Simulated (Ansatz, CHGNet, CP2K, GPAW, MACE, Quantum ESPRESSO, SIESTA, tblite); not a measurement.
## (9,9) carbon nanotube bundle (108 atoms) in CP2K

Aim: run (9,9) carbon nanotube bundle (108 atoms) in CP2K and see how near its forces come to a plane-wave reference, and at what cost.

Program: CP2K 2026.2. Level of theory: the method is named at each step. Results are calculated unless marked as measured.

## Step 1: Set-up

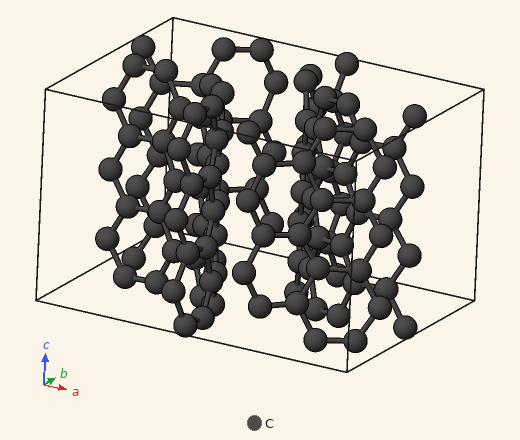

The starting structure, seen from the side, with the c axis up (carbon dark grey). Some periodic images of atoms are drawn too.

The cell holds 108 atoms: 108 C. Its edges and angles: a = 15.506 Å, b = 15.506 Å, c = 7.380 Å, α = 90.0°, β = 90.0°, γ = 120.0°. It derives from C (graphene). Graphene sheet (a = 2.46 Å) rolled into a (9,9) tube of diameter 12.21 Å, 3 periods, hexagonal bundle with 3.3 Å between walls; not relaxed, displaced by a Gaussian of 0.02 Å. Then every atom was moved at random, 0.02 Å r.m.s. a Cartesian component. The structure's axis is c.

The yardstick, on the same geometry:

| Quantity | Value |
| --- | --- |
| method | Kohn-Sham DFT, PBE, SSSP efficiency 1.3.0 pseudopotentials, plane waves (Quantum ESPRESSO 7.5); sssp-pbe-1.3.0-efficiency, cutoffs 45/360 Ry, Γ point |
| r.m.s. force component | 1.652 eV/Å |
| longest force | 9.299 eV/Å |
| pressure | 3.581 GPa |
| time | 3 min on 4 MPI ranks of Arm Neoverse V1, shared host |
| CPU time | 12 min |

## Step 2: PBE, DZVP-MOLOPT-SR, 450/50 Ry, diagonalisation

Method: Kohn-Sham DFT, PBE, GTH-PBE pseudopotentials, Gaussian and plane waves, DZVP-MOLOPT-SR-GTH, diagonalisation.

File input.inp:

```
&GLOBAL
  PROJECT cell
  RUN_TYPE ENERGY_FORCE
  PRINT_LEVEL LOW
&END GLOBAL
&FORCE_EVAL
  METHOD QS
  STRESS_TENSOR ANALYTICAL
  &DFT
    BASIS_SET_FILE_NAME BASIS_MOLOPT
    POTENTIAL_FILE_NAME GTH_POTENTIALS
    &MGRID
      CUTOFF 450
      REL_CUTOFF 50
    &END MGRID
    &QS
      EPS_DEFAULT 1.0E-12
    &END QS
    &SCF
      SCF_GUESS ATOMIC
      EPS_SCF 1.0E-06
      MAX_SCF 200
      ADDED_MOS 48
      &DIAGONALIZATION
        ALGORITHM STANDARD
      &END DIAGONALIZATION
      &SMEAR ON
        METHOD FERMI_DIRAC
        ELECTRONIC_TEMPERATURE [K] 580
      &END SMEAR
      &MIXING
        METHOD BROYDEN_MIXING
        ALPHA 0.15
        NBROYDEN 8
      &END MIXING
      &PRINT
        &RESTART OFF
        &END RESTART
      &END PRINT
    &END SCF
    &XC
      &XC_FUNCTIONAL PBE
      &END XC_FUNCTIONAL
    &END XC
    &PRINT
      &MULLIKEN ON
      &END MULLIKEN
      &HIRSHFELD ON
        SHAPE_FUNCTION DENSITY
      &END HIRSHFELD
      &MO ON
        EIGENVALUES T
        OCCUPATION_NUMBERS T
        MO_INDEX_RANGE 205 228
        &EACH
          QS_SCF 0
        &END EACH
        ADD_LAST NUMERIC
      &END MO
    &END PRINT
  &END DFT
  &SUBSYS
    &CELL
      A 15.50642 0.00000 0.00000
      B -7.75321 13.42896 0.00000
      C 0.00000 0.00000 7.38000
    &END CELL
    &TOPOLOGY
      COORD_FILE_NAME structure.xyz
      COORD_FILE_FORMAT XYZ
    &END TOPOLOGY
    &KIND C
      BASIS_SET DZVP-MOLOPT-SR-GTH-q4
      POTENTIAL GTH-PBE-q4
    &END KIND
  &END SUBSYS
  &PRINT
    &FORCES ON
    &END FORCES
    &STRESS_TENSOR ON
    &END STRESS_TENSOR
  &END PRINT
&END FORCE_EVAL
```

File structure.xyz:

```xyz
108

C 6.05068 0.68582 1.23681
C 5.94338 1.43730 7.34192
C 5.42399 2.74542 0.02074
C 5.12952 3.35831 1.18154
C 4.19658 4.44512 1.21866
C 3.66541 4.90640 7.37557
C 2.39093 5.56228 2.48795
C 1.76052 5.78318 1.22560
C 0.36076 6.12535 1.21453
C -0.38495 6.08856 0.00812
C -1.71354 5.85516 0.00768
C -2.42435 5.61263 1.24213
C 11.87931 4.94105 1.21150
C 11.31984 4.44230 2.46462
C 10.35883 3.37940 2.49392
C 10.04490 2.74837 1.27932
C 9.57258 1.45060 1.20442
C 9.38859 0.70515 7.32679
C 1.67485 12.70809 7.35048
C 1.79626 12.06404 1.19445
C 2.29836 10.70960 1.18338
C 2.64020 10.05869 7.33638
C 3.55268 8.96813 0.01579
C 4.11261 8.52014 1.23394
C 5.36096 7.82895 1.26205
C 5.98369 7.57863 7.34199
C 7.37447 7.33987 7.35742
C 8.09823 7.33382 1.24021
C 9.48210 7.52680 1.22788
C 10.18942 7.83016 7.35801
C -4.13145 8.56620 0.00111
C -3.54291 8.97135 1.19814
C -2.65625 10.08219 1.27394
C -2.32961 10.66219 2.47924
C -1.79316 12.02510 2.48876
C -1.70036 12.73831 1.20803
C 6.01804 0.70314 3.72432
C 5.97183 1.36949 2.50330
C 5.45586 2.72218 2.49474
C 5.12379 3.31642 3.66181
C 4.17293 4.42565 3.72070
C 3.64471 4.90708 2.42049
C 2.40753 5.60471 4.92349
C 1.74323 5.88027 3.67605
C 0.30710 6.10333 3.66675
C -0.36820 6.07754 2.47119
C -1.73625 5.85744 2.45968
C -2.44389 5.63788 3.66004
C 11.80713 4.91621 3.71288
C 11.33481 4.46043 4.90526
C 10.42667 3.34757 4.89006
C 10.04041 2.73091 3.67421
C 9.59669 1.43569 3.69605
C 9.45535 0.72490 2.42743
C 1.70509 12.72099 2.46034
C 1.80340 12.04900 3.69207
[... 48 atom lines left out ...]
C -2.65144 10.06850 6.15831
C -2.33821 10.68139 0.02089
C -1.84061 12.00737 7.33705
C -1.75602 12.68782 6.15558
```

On the command line:

```bash
$ OMP_NUM_THREADS=1 mpirun -np 4 cp2k.psmp -i input.inp > output.txt
```

Numbers of over 12 decimals in the logs are rounded to 6 here.

The program printed:

```text
CP2K| version string:                                       CP2K version 2026.2
 CP2K| Input file name                                                 input.inp
 GLOBAL| Basis set file name                                        BASIS_MOLOPT
 GLOBAL| Potential file name                                      GTH_POTENTIALS
 GLOBAL| Run type                                                   ENERGY_FORCE
 GLOBAL| Total number of message passing processes                             4
 GLOBAL| Number of threads for this process                                    1
 TOTAL NUMBERS AND MAXIMUM NUMBERS
  Total number of            - Atomic kinds:                                   1
                             - Atoms:                                        108
                             - Shell sets:                                   108
                             - Shells:                                       540
                             - Primitive Cartesian functions:                540
                             - Cartesian basis functions:                   1512
                             - Spherical basis functions:                   1404
  Maximum angular momentum of- Orbital basis functions:                        2
                             - Local part of the GTH pseudopotential:          2
                             - Non-local part of the GTH pseudopotential:      0
 SCF PARAMETERS         Density guess:                                    ATOMIC
                        max_scf:                                             200
                        eps_scf:                                        1.00E-06
                        added MOs                                        48    0
                        Mixing method:                            BROYDEN_MIXING
                                                charge density mixing in g-space
                        Smear method:                                FERMI_DIRAC
                        Electronic temperature [K]:                        580.0
                        Electronic temperature [a.u.]:                  1.84E-03
                        Accuracy threshold:                             1.00E-10
 Extrapolation method: initial_guess
 Number of electrons:                                                        432
 Number of occupied orbitals:                                                216
 Number of molecular orbitals:                                               264
 Number of orbital functions:                                               1404
 Number of independent orbital functions:                                   1404
 SCF WAVEFUNCTION OPTIMIZATION
  Step     Update method      Time    Convergence         Total energy    Change
     1 NoMix/Diag. 0.15E+00    3.5     0.93047079      -611.2541738859 -6.11E+02
     2 Broy./Diag. 0.15E+00    5.5     0.02058559      -586.7349259631  2.45E+01
     3 Broy./Diag. 0.15E+00    5.5     0.07563979      -608.5049937562 -2.18E+01
     4 Broy./Diag. 0.15E+00    5.5     0.01414329      -617.3180213895 -8.81E+00
[...]
21 Broy./Diag. 0.15E+00    5.5     0.00000199      -614.4642396273 -1.83E-04
    22 Broy./Diag. 0.15E+00    5.4     0.00000043      -614.4643123937 -7.28E-05
  *** SCF run converged in    22 steps ***
  Electronic density on regular grids:       -431.9999999998        0.0000000002
  Core density on regular grids:              431.9999999996       -0.0000000004
  Total charge density on r-space grids:       -0.0000000002
  Total charge density g-space grids:          -0.0000000002
  Overlap energy of the core charge distribution:               3.00624e-05
  Self energy of the core charge distribution:              -1440.180856
  Core Hamiltonian energy:                                    454.335446
  Hartree energy:                                             560.879197
  Exchange-correlation energy:                               -189.491326
  Electronic entropic energy:                                  -0.00680421
  Fermi energy:                                                 0.064990
  Total energy:                                              -614.464312
  Total energy (extrapolated to T->0):                       -614.460910
 MO| EIGENVALUES AND OCCUPATION NUMBERS
 MO|
 MO|  Index      Eigenvalue [a.u.]        Eigenvalue [eV]             Occupation
 MO|    205              -0.017904              -0.487193               2.000000
 MO|    206              -0.016062              -0.437056               2.000000
 MO|    207              -0.000139              -0.003786               2.000000
[...]
MO|    227               0.139664               3.800439               0.000000
 MO|    228               0.143743               3.911441               0.000000
 MO| Sum:                                                             432.000000
 MO| E(Fermi):            0.064990 a.u.          1.768456 eV
 !-----------------------------------------------------------------------------!
                     Mulliken Population Analysis
 #  Atom  Element  Kind  Atomic population                           Net charge
       1     C        1          3.995730                              0.004270
       2     C        1          4.009091                             -0.009091
       3     C        1          3.995976                              0.004024
[...]
107     C        1          4.004700                             -0.004700
     108     C        1          4.003106                             -0.003106
 # Total charge                            432.000000                  0.000000
 !-----------------------------------------------------------------------------!
 !-----------------------------------------------------------------------------!
                           Hirshfeld Charges
  #Atom  Element  Kind  Ref Charge     Population                    Net charge
      1       C      1       4.000          4.001                        -0.001
      2       C      1       4.000          4.003                        -0.003
      3       C      1       4.000          4.004                        -0.004
[...]
107       C      1       4.000          4.002                        -0.002
    108       C      1       4.000          4.000                         0.000
  Total Charge                                                           -0.000
 !-----------------------------------------------------------------------------!
 ENERGY| Total FORCE_EVAL ( QS ) energy [hartree]           -614.464309
 FORCES| Atomic forces [hartree/bohr]
 FORCES|   Atom     x               y               z               |f|
 FORCES|      1  3.90032089E-03  4.40335506E-02 -1.04141865E-02   4.54160915E-02
 FORCES|      2  2.58555378E-03 -4.21764737E-02  6.03497624E-02   7.36724768E-02
 FORCES|      3  2.00226727E-02 -5.10858113E-03 -5.84384172E-02   6.19843015E-02
[...]
FORCES|    107 -2.17608295E-03 -2.24167732E-03  5.26046874E-02   5.26973774E-02
 FORCES|    108  1.40795124E-02  3.09180820E-02 -4.20485815E-02   5.40577808E-02
 FORCES| Sum     1.01152166E-04 -1.24893535E-04  7.21672958E-05
 FORCES| Total atomic force                                       1.76176827E-04
 STRESS| Analytical stress tensor [bar]
 STRESS|                        x                   y                   z
 STRESS|      x        4.60971668512E+04   3.95016265646E+03  -2.38139522765E+03
 STRESS|      y        3.95016265646E+03   4.27854639202E+04   2.69625927682E+03
 STRESS|      z       -2.38139522765E+03   2.69625927682E+03   3.34432366650E+04
 STRESS| 1/3 Trace                                             4.07752891455E+04
```

Wall time 2.3 min (4 MPI ranks of Arm Neoverse V1, shared host); peak memory 3.8 GiB.

Banners, paths, timers and routine set-up lines are dropped from the logs unmarked, and long logs keep their key lines alone; longer cuts are marked.

Compared with the plane-wave run:

* r.m.s. force component: 1.678 eV/Å
* r.m.s. difference of force components: 31.22 meV/Å
* longest difference of force vectors: 108.2 meV/Å
* force difference over r.m.s. force: 1.889 %
* slope of forces against the reference's: 1.016
* correlation of force components: 1
* pressure: 4.077 GPa
* pressure difference: 0.4962 GPa

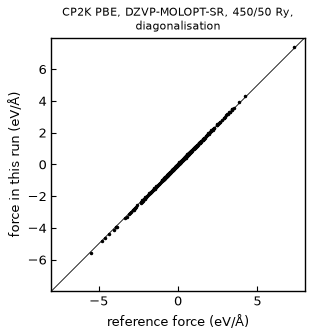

Force components against those of the reference; the line marks equality.

A closer look about C71, which bears the longest force: 10 atoms, nearest first, numbered in the order of the input, with positions taken from that point.

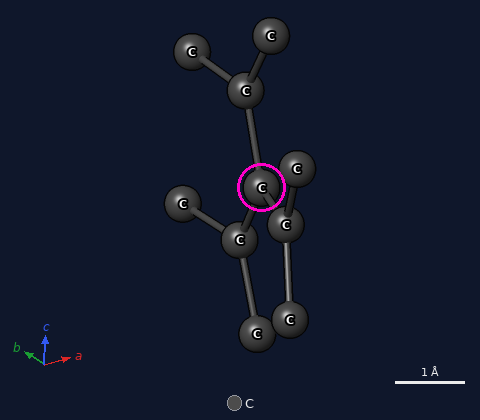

The atoms of the table, within 2.5 Å (arrows a, b, c point along x, y, z); some may hide others; the central atom is ringed.

```tsv
atom	x	y	z	distance (Å)	bonds	Hirshfeld charge (e)	Fx	Fy	Fz (eV/Å)
C71	0.00	0.00	0.00	0.00	3	0.00	-1.78	-5.54	7.38
C72	0.10	0.62	-1.12	1.29	3	-0.01	0.71	2.80	-4.83
C108	0.06	0.61	1.31	1.45	3	0.00	0.72	1.59	-2.16
C70	-0.53	-1.39	0.09	1.49	3	0.01	1.18	0.77	-0.71
C37	0.08	2.05	-1.12	2.34	3	0.00	0.99	0.02	-1.33
C35	0.02	-0.06	-2.35	2.35	3	0.01	-0.84	-1.00	-1.73
C73	0.09	2.03	1.35	2.44	3	0.00	0.31	1.64	-2.86
C69	-0.86	-2.06	-1.10	2.49	3	0.00	2.33	3.42	-2.05
C107	-0.03	-0.07	2.50	2.50	3	0.00	-0.11	-0.12	2.71
C105	-0.84	-2.01	1.32	2.55	3	0.00	-0.38	0.16	1.44
```

Forces lie 1.9 % from the reference's, at 0.77 times its CPU time.

## Step 3: PBE, TZVP-UZH, 450/50 Ry, diagonalisation

Method: Kohn-Sham DFT, PBE, GTH-PBE pseudopotentials, Gaussian and plane waves, TZVP-MOLOPT (UZH set), diagonalisation.

input.inp: that of step 2 with these lines changed.

```diff
@@ -9,4 +9,4 @@
   &DFT
-    BASIS_SET_FILE_NAME BASIS_MOLOPT
-    POTENTIAL_FILE_NAME GTH_POTENTIALS
+    BASIS_SET_FILE_NAME BASIS_MOLOPT_UZH
+    POTENTIAL_FILE_NAME POTENTIAL_UZH
     &MGRID
@@ -72,3 +72,3 @@
     &KIND C
-      BASIS_SET DZVP-MOLOPT-SR-GTH-q4
+      BASIS_SET TZVP-MOLOPT-PBE-GTH-q4
       POTENTIAL GTH-PBE-q4
```

structure.xyz is that of step 2.

The program printed:

```text
CP2K| version string:                                       CP2K version 2026.2
 CP2K| Input file name                                                 input.inp
 GLOBAL| Basis set file name                                    BASIS_MOLOPT_UZH
 GLOBAL| Potential file name                                       POTENTIAL_UZH
[... lines left out ...]
 Number of electrons:                                                        432
[... lines left out ...]
  Step     Update method      Time    Convergence         Total energy    Change
[... lines left out ...]
  *** SCF run converged in    24 steps ***
[... lines left out ...]
  Fermi energy:                                                 0.070307
  Total energy:                                              -614.318241
  Total energy (extrapolated to T->0):                       -614.314852
[... lines left out ...]
 MO| E(Fermi):            0.070307 a.u.          1.913151 eV
[... lines left out ...]
 ENERGY| Total FORCE_EVAL ( QS ) energy [hartree]           -614.318196
[... lines left out ...]
 FORCES|      1  3.90394270E-03  4.34481508E-02 -1.03498988E-02   4.48341720E-02
 FORCES|      2  2.30747640E-03 -4.21687071E-02  6.01371626E-02   7.34847102E-02
 FORCES|      3  2.01082679E-02 -4.92200044E-03 -5.83322427E-02   6.18968422E-02
[...]
FORCES|    107 -2.47359301E-03 -2.37042439E-03  5.22996607E-02   5.24117552E-02
 FORCES|    108  1.39276135E-02  3.11710652E-02 -4.17361054E-02   5.39213892E-02
 FORCES| Sum     9.65567402E-05 -1.25552792E-04  7.37637453E-05
 FORCES| Total atomic force                                       1.74722058E-04
 STRESS| Analytical stress tensor [bar]
 STRESS|                        x                   y                   z
 STRESS|      x        4.71937944764E+04   3.91700468630E+03  -2.36211718541E+03
 STRESS|      y        3.91700468630E+03   4.39345205016E+04   2.64819867061E+03
 STRESS|      z       -2.36211718541E+03   2.64819867061E+03   3.45829767326E+04
 STRESS| 1/3 Trace                                             4.19037639035E+04
```

Elapsed: 3.6 min, on 4 MPI ranks; peak memory 4 GiB.

Compared with the plane-wave run:

- r.m.s. force component: 1.674 eV/Å
- r.m.s. difference of force components: 25.12 meV/Å
- longest difference of force vectors: 94.96 meV/Å
- force difference over r.m.s. force: 1.521 %
- slope of forces against the reference's: 1.013
- correlation of force components: 1
- pressure: 4.19 GPa
- pressure difference: 0.6091 GPa

Against the first run (1.9 %), the force difference from the reference is 1.5 %, at 1.6 times the CPU time, with 1836 basis functions against 1404; this set comes with other potentials too, so the change isn't the basis's alone.

(Part 1 of 2 ends here.)

[Also dropped from logs without a mark: logging warnings of Python, and SIESTA's first energy breakdown and zero terms.]

[Logs are printed without paths, hosts, clocks, repeated set-up lines and the standing remarks that a program may print on its own settings, such as how far it seeks lower states.]

[Hosts, paths, dates, database ids (printed as entryN), source tags and the programs' standing remarks are cut or masked in the printed files.]
